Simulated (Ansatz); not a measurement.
The starting structures come from a database of crystals and need not be the phases stable at ambient conditions.

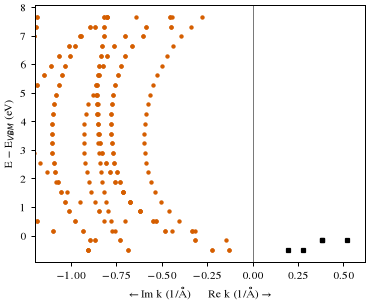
Complex bands at the centre of the two-dimensional zone; r2SCAN (Ansatz, a first-principles code)

The gap is the functional's own, uncorrected, and κ follows it; spin-orbit coupling is left out. Mid-gap values are interpolated between the computed energies.

### Question
This is K2LiScF6 (Fm-3m, not sure to be the ambient phase, 10 atoms a cell, 14.2 Å³ an atom, -3 GPa at this level) along the normal of (111). Read off the slowest decay at the centre of the two-dimensional zone at 3.57 eV, the computed energy nearest the middle of the gap.

### Answer
κ ≈ 0.60 1/Å, a decay length 1/(2κ) of the density of 0.84 Å.
